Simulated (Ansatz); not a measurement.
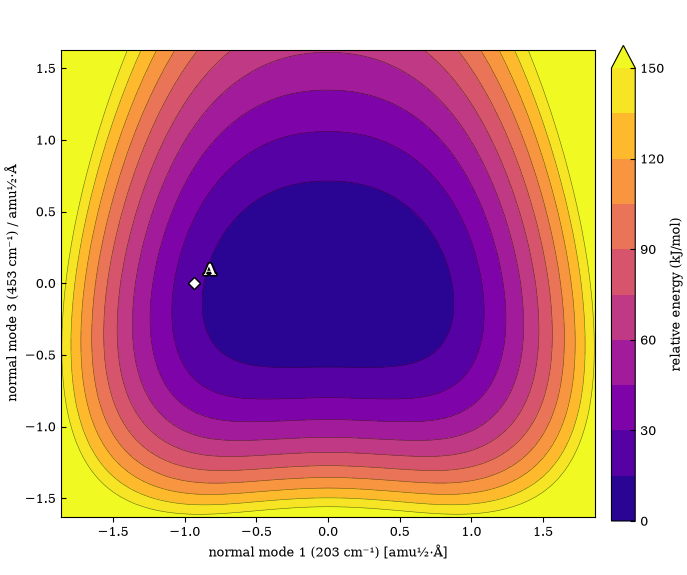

CH₂GaN, SMILES N#[C][GaH2]. Coordinates scanned: (1) normal mode 1 (203 cm⁻¹); (2) normal mode 3 (453 cm⁻¹). Nothing is relaxed (straight displacements along the two mass-weighted modes). Grid: 9 × 9 points. Points are written as (first, second). All energies are given in kJ/mol relative to the lowest grid point. All numbers below come from RKS r2SCAN-D4/def2-TZVP in Ansatz 0.2.0.

In the figure: filled contours, one colour for all values above the top of the scale, the point A. Between grid points the surface is interpolated.

**Is A at rest? If not, where is it pushed?**

A, at (−0.93 amu½·Å, 0.00 amu½·Å), is not a stationary point. The computed force is 64 kJ/mol for each amu½·Å towards larger values of normal mode 1 (203 cm⁻¹) and 11 kJ/mol for each amu½·Å towards smaller values of normal mode 3 (453 cm⁻¹).
